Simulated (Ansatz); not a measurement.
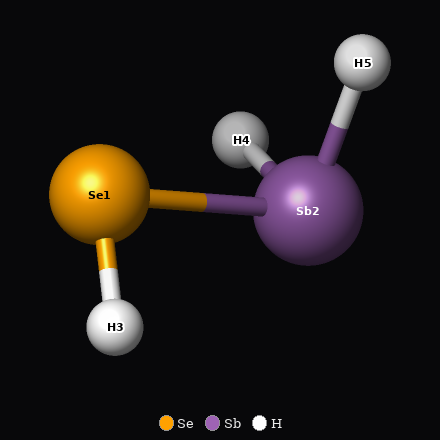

The system is H₃SbSe (SMILES [SeH][SbH2]) with the probe H2O; the picture shows it without the atoms that are moved over the map. The probe is moved over a plane parallel to the molecule's main plane, 3.44 Å above it. The first coordinate is: x of the probe's O atom; the second: y of the probe's O atom. Nothing is relaxed (molecule and probe rigid, the probe upright with O nearest the plane). Grid: 13 × 9 points. Energies: kcal/mol, counted from molecule and probe far apart, each relaxed in its own basis (no counterpoise correction). These are results of RKS PBE-D4/def2-SVPD (Ansatz 0.2.0), not measurements.

Range: x of the probe's O atom from −3.78 to 3.78 Å; y of the probe's O atom from −2.52 to 2.52 Å.

What will the energy surface look like?

Answer. The lowest grid point is at x of the probe's O atom = 3.15 Å, y of the probe's O atom = 0.00 Å, −2.40 kcal/mol from molecule and probe far apart, each relaxed in its own basis (no counterpoise correction). The bottom of the well lies between grid points, at about x of the probe's O atom = 2.82 Å, y of the probe's O atom = 0.00 Å, about 0.2 kcal/mol lower on the interpolated surface. A higher local minimum lies near x of the probe's O atom = −1.89 Å, y of the probe's O atom = 0.00 Å (0.07 kcal/mol above the lowest at that grid point). The highest grid point, x of the probe's O atom = 0.63 Å, y of the probe's O atom = 0.00 Å, lies 10.29 kcal/mol above the lowest. On the interpolated surface the easiest way out of the lowest well to the well at x of the probe's O atom = −1.89 Å, y of the probe's O atom = 0.00 Å passes a barrier of about 1.1 kcal/mol, counted from the interpolated bottom of the well. Near the minimum the curvatures are about 0.023 and 0.17 eV/Å² along the soft and the stiff direction.

```tsv
y of the probe's O atom ↓, x of the probe's O atom →	−3.78	−3.15	−2.52	−1.89	−1.26	−0.63	0.00	0.63	1.26	1.89	2.52	3.15	3.78
2.52	−0.29	−0.46	−0.65	−0.89	−1.15	−1.36	−1.46	−1.49	−1.55	−1.54	−1.36	−1.04	−0.69
1.89	−0.51	−0.78	−1.07	−1.37	−1.58	−1.53	−1.16	−0.92	−1.27	−1.76	−1.84	−1.49	−1.01
1.26	−0.76	−1.14	−1.53	−1.84	−1.84	−1.06	0.60	1.59	0.45	−1.40	−2.19	−1.94	−1.33
0.63	−0.96	−1.43	−1.89	−2.20	−1.90	−0.05	3.53	5.68	3.29	−0.56	−2.34	−2.27	−1.58
0.00	−1.05	−1.54	−2.03	−2.33	−1.88	0.50	5.12	7.89	4.82	−0.08	−2.37	−2.40	−1.68
−0.63	−0.96	−1.43	−1.90	−2.20	−1.90	−0.05	3.54	5.68	3.29	−0.56	−2.34	−2.27	−1.58
−1.26	−0.76	−1.14	−1.53	−1.84	−1.85	−1.06	0.61	1.60	0.45	−1.40	−2.19	−1.94	−1.33
−1.89	−0.51	−0.78	−1.07	−1.37	−1.58	−1.53	−1.16	−0.92	−1.26	−1.76	−1.84	−1.49	−1.01
−2.52	−0.29	−0.46	−0.65	−0.89	−1.15	−1.36	−1.46	−1.49	−1.55	−1.54	−1.36	−1.04	−0.70
```

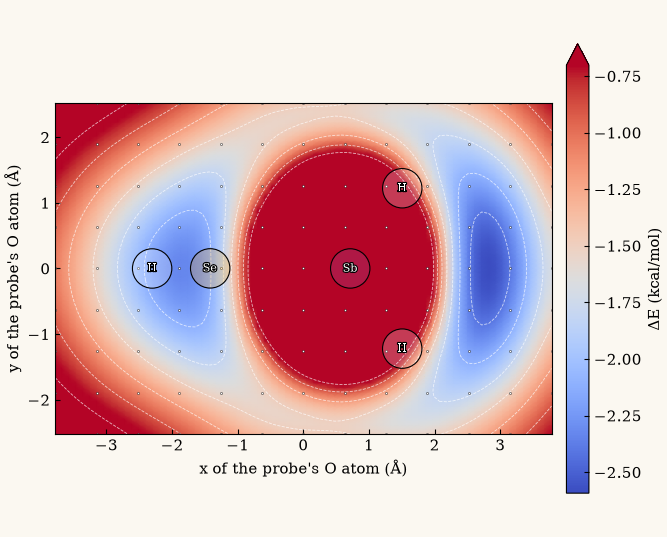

In the figure: a smooth colour map with a few white contour lines, dots at the grid points, labelled circles for the molecule's atoms, projected on the plane, one colour for all values above the top of the scale. Between grid points the surface is interpolated.

Each point was launched as `ansatz run input.yaml --threads 1 --pin off --max-ram 2560MiB --backend cpu --events-out ev --progress --plain --runs-dir out`. Time for the 117 points that were run: 10 min on 1 thread of Arm Neoverse V2, with other jobs on the host.
